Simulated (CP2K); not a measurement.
**CH6BSb (SMILES [BH2][SbH][CH3]) at PM3**

What is the vertical electron affinity of CH6BSb at PM3? 

The results are computed with CP2K 2026.2.

1 further run of the same task is left out (set aside as unsound or not needed).

### 1 The molecule

CH6BSb has 9 atoms, charge 0, and is taken as a singlet. As SMILES, `[BH2][SbH][CH3]`. The shape comes from GFN2-xTB, which is rough for such elements, and wasn't checked as a minimum.

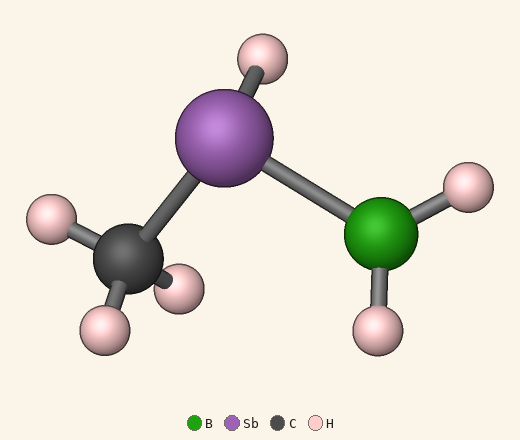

Viewed from a chosen angle; boron green, antimony purple, carbon dark grey, hydrogen pink.

### 2 Energy and gradient at PM3

calc.inp reads:

```
&GLOBAL
   PROJECT calc
   RUN_TYPE ENERGY_FORCE
   PRINT_LEVEL MEDIUM
&END GLOBAL
&FORCE_EVAL
   METHOD QS
   &DFT
      &QS
         METHOD PM3
         EPS_DEFAULT 1.0E-10
         &SE
            &COULOMB
               CUTOFF [angstrom] 50
               RC_RANGE [angstrom] 0
            &END COULOMB
            &EXCHANGE
               CUTOFF [angstrom] 50
               RC_RANGE [angstrom] 0
            &END EXCHANGE
         &END SE
      &END QS
      &POISSON
         PERIODIC NONE
         POISSON_SOLVER ANALYTIC
      &END POISSON
      # self-consistent field
      &SCF
         SCF_GUESS ATOMIC
         EPS_SCF 1.0E-06
         MAX_SCF 30
         &OT
            MINIMIZER CG
            PRECONDITIONER FULL_SINGLE_INVERSE
         &END OT
         &OUTER_SCF
            EPS_SCF 1.0E-06
            MAX_SCF 8
         &END OUTER_SCF
      &END SCF
      &PRINT
         &MOMENTS
            PERIODIC F
            REFERENCE COM
            MAX_MOMENT 1
         &END MOMENTS
         &MO_CUBES
            NLUMO 5
            NHOMO -1
            WRITE_CUBE F
         &END MO_CUBES
         &HIRSHFELD OFF
         &END HIRSHFELD
      &END PRINT
   &END DFT
   # structure
   &SUBSYS
      # vacuum box
      &CELL
         ABC 14.6 15.4 16.1
         PERIODIC NONE
      &END CELL
      &COORD
         B     -0.747490     0.648450    -1.540640
         Sb     0.694210     1.044980     0.028740
         C      0.651120    -0.895540     0.987970
         H     -0.683960    -0.345650    -2.146360
         H     -1.469880     1.488470    -1.898070
         H     -0.389370     1.737350     1.129650
         H     -0.373120    -1.215930     1.140810
         H      1.159010    -0.849020     1.943630
         H      1.159480    -1.613100     0.354260
      &END COORD
      &TOPOLOGY
         &CENTER_COORDINATES
         &END CENTER_COORDINATES
      &END TOPOLOGY
   &END SUBSYS
   # extra output
   &PRINT
      &FORCES ON
      &END FORCES
   &END PRINT
&END FORCE_EVAL
```

On the command line:

```bash
$ OMP_NUM_THREADS=1 cp2k.psmp -i calc.inp -o calc.out
```

Standard output:

```text
CP2K| version string:                                       CP2K version 2026.2
[...]
 GLOBAL| Method name                                                        CP2K
[...]
 GLOBAL| Run type                                                   ENERGY_FORCE
[...]
                             - Atoms:                                          9
[...]
                             - Spherical basis functions:                     18
[...]
 Number of electrons:                                                         18
[...]
     1 OT CG       0.80E-01    0.0     0.41150417       -12.0850469537 -1.21E+01
[...]
    17 OT CG       0.28E+00    0.0     0.00000099       -15.3677744322 -4.38E-11
  *** SCF run converged in    17 steps ***
  Core-core repulsion energy [eV]:                            734.69022619787279
  Core Hamiltonian energy [eV]:                              -576.44951127438469
  Two-electron integral energy [eV]:                        -1152.83824803960465
  Electronic energy [eV]:                                   -1152.86863529418702
  Total energy [eV]:                                         -418.17840909631423
  Atomic reference energy [eV]:                               420.30971411662205
  Heat of formation [kcal/mol]:                                49.14906525924558
[...]
 SE_DIPOLE| Moment [Debye]          1.49894570       0.72751488       0.40059697
 SE_DIPOLE| Derivative [a.u.]       0.00000000       0.00000000       0.00000000
 *** WARNING in qs_scf_post_se.F:140 :: Printing of MO cube files not ***
 *** implemented for Semi-Empirical method.                           ***
 ENERGY| Total FORCE_EVAL ( QS ) energy [hartree]            -15.367774432251867
 FORCES| Atomic forces [hartree/bohr]
 FORCES|   Atom     x               y               z               |f|
 FORCES|      1  7.62391889E-03  1.43894024E-03  5.92377559E-03   9.76144485E-03
 FORCES|      2  1.77202899E-03 -1.91506421E-03 -7.25410734E-03   7.70906161E-03
 FORCES|      3 -1.91762915E-03 -2.69491297E-03 -5.86736169E-04   3.35918395E-03
 FORCES|      4  4.02695019E-04 -5.91434827E-03 -1.15372535E-03   6.03926824E-03
 FORCES|      5 -4.17995354E-03  5.43752231E-03 -1.20101309E-04   6.85952512E-03
 FORCES|      6 -4.60672611E-03  2.36668874E-03  3.14088390E-03   6.05708616E-03
 FORCES|      7 -2.64457784E-03 -3.42290449E-04  4.19866121E-04   2.69948926E-03
 FORCES|      8  1.75756839E-03  2.67667018E-03  2.62016610E-03   4.13749686E-03
 FORCES|      9  1.79267535E-03 -1.05320558E-03 -2.99002154E-03   3.64186157E-03
 FORCES| Sum     1.11022302E-16 -6.80011603E-16 -1.38777878E-16
 FORCES| Total atomic force                                       7.02852069E-16
[...]
```

Run time: 1.1 s. Hardware: 1 thread of Arm Neoverse N1, shared host; peak memory 0.14 GiB.

### 3 The doublet anion at the same level

gas.inp reads:

```
&GLOBAL
   PROJECT gas
   RUN_TYPE ENERGY_FORCE
   PRINT_LEVEL MEDIUM
&END GLOBAL
&FORCE_EVAL
   METHOD QS
   &DFT
      CHARGE -1
      MULTIPLICITY 2
      LSD T
      &QS
         METHOD PM3
         EPS_DEFAULT 1.0E-10
         &SE
            &COULOMB
               CUTOFF [angstrom] 50
               RC_RANGE [angstrom] 0
            &END COULOMB
            &EXCHANGE
               CUTOFF [angstrom] 50
               RC_RANGE [angstrom] 0
            &END EXCHANGE
         &END SE
      &END QS
      &POISSON
         PERIODIC NONE
         POISSON_SOLVER ANALYTIC
      &END POISSON
      &SCF
         SCF_GUESS ATOMIC
         EPS_SCF 1.0E-06
         MAX_SCF 80
         &DIAGONALIZATION
            ALGORITHM STANDARD
         &END DIAGONALIZATION
         &MIXING
            METHOD DIRECT_P_MIXING
            ALPHA 0.4
         &END MIXING
      &END SCF
      &PRINT
         &MOMENTS
            PERIODIC F
            REFERENCE COM
            MAX_MOMENT 1
         &END MOMENTS
         &MO ON
            ENERGIES T
            OCCUPATION_NUMBERS T
            NDIGITS 6
            &EACH
               QS_SCF 0
            &END EACH
            ADD_LAST NUMERIC
         &END MO
         &HIRSHFELD OFF
         &END HIRSHFELD
      &END PRINT
   &END DFT
   &SUBSYS
      &CELL
         ABC 14.6 15.4 16.1
         PERIODIC NONE
      &END CELL
      &COORD
         B     -0.747490     0.648450    -1.540640
         Sb     0.694210     1.044980     0.028740
         C      0.651120    -0.895540     0.987970
         H     -0.683960    -0.345650    -2.146360
         H     -1.469880     1.488470    -1.898070
         H     -0.389370     1.737350     1.129650
         H     -0.373120    -1.215930     1.140810
         H      1.159010    -0.849020     1.943630
         H      1.159480    -1.613100     0.354260
      &END COORD
      &TOPOLOGY
         &CENTER_COORDINATES
         &END CENTER_COORDINATES
      &END TOPOLOGY
   &END SUBSYS
   &PRINT
      &FORCES ON
      &END FORCES
   &END PRINT
&END FORCE_EVAL
```

On the command line:

```bash
$ OMP_NUM_THREADS=1 cp2k.psmp gas.inp > gas.out
```

Standard output:

```text
CP2K| version string:                                       CP2K version 2026.2
[...]
 GLOBAL| Method name                                                        CP2K
[...]
 GLOBAL| Run type                                                   ENERGY_FORCE
[...]
                             - Atoms:                                          9
[...]
                             - Spherical basis functions:                     18
[...]
 Number of electrons:                                                         10
[...]
     1 P_Mix/Diag. 0.40E+00    0.0     0.40645491       -10.8751105861 -1.09E+01
[...]
    53 DIIS/Diag.  0.12E-05    0.0     0.00000017       -15.3926626368 -8.39E-12
  *** SCF run converged in    53 steps ***
  Core-core repulsion energy [eV]:                            734.69022619787279
  Core Hamiltonian energy [eV]:                              -598.94517423338107
  Two-electron integral energy [eV]:                        -1109.20140709609382
  Electronic energy [eV]:                                   -1153.54587778142786
  Total energy [eV]:                                         -418.85565158355513
  Atomic reference energy [eV]:                               420.30971411662205
  Heat of formation [kcal/mol]:                                33.53148125105457
[...]
 SE_DIPOLE| Moment [Debye]         -2.35094543      -0.02794655      -3.49059168
 SE_DIPOLE| Derivative [a.u.]       0.00000000       0.00000000       0.00000000
 ENERGY| Total FORCE_EVAL ( QS ) energy [hartree]            -15.392662636766570
 FORCES| Atomic forces [hartree/bohr]
 FORCES|   Atom     x               y               z               |f|
 FORCES|      1  1.09188204E-02  2.11561677E-03  9.18650701E-03   1.44252689E-02
 FORCES|      2  3.04212732E-03 -7.08085296E-04 -1.19304363E-02   1.23325274E-02
 FORCES|      3 -2.65623027E-04 -4.70427541E-03  2.59781676E-03   5.38046603E-03
 FORCES|      4 -3.17977183E-04 -8.63619990E-03 -4.28875851E-03   9.64772034E-03
 FORCES|      5 -7.16973069E-03  7.54252106E-03 -2.35110992E-03   1.06687572E-02
 FORCES|      6 -6.46515547E-03  4.39021293E-03  6.71773141E-03   1.03053443E-02
 FORCES|      7 -2.44454446E-03 -2.89481956E-04 -3.78634127E-05   2.46191613E-03
 FORCES|      8  1.44185473E-03  1.22461591E-03  2.98251461E-03   3.53185824E-03
 FORCES|      9  1.26022841E-03 -9.34924103E-04 -2.87640169E-03   3.27657526E-03
 FORCES| Sum     1.80411242E-16 -5.13478149E-16  1.11022302E-16
 FORCES| Total atomic force                                       5.55458349E-16
[...]
```

Wall time 0.58 s (1 thread of Arm Neoverse N1, shared host); peak memory 0.13 GiB.

### 4 Results

At PM3:

| quantity | value |
| --- | --- |
| singlet CH6BSb: total energy | -15.36777 Eh |
| singlet CH6BSb: dipole moment | 1.71 D |
| singlet CH6BSb: heat of formation at this unrelaxed shape | 49.1 kcal/mol |
| singlet CH6BSb: largest force on an atom | 0.502 eV/Å |
| doublet anion: total energy | -15.39266 Eh |
| doublet anion: HOMO energy (highest over α and β) | -1.31 eV |
| doublet anion: heat of formation at this unrelaxed shape | 33.5 kcal/mol |
| doublet anion: largest force on an atom | 0.742 eV/Å |
| vertical electron affinity (to the doublet anion) | 0.677 eV |

What this shows: At fixed nuclei the extra electron is bound by 0.68 eV (65.3 kJ/mol). The largest force (singlet CH6BSb) is 0.50 eV/Å: the shape isn't a stationary point for this species at this level. A minimal valence basis can't be trusted even for the sign of an electron affinity.
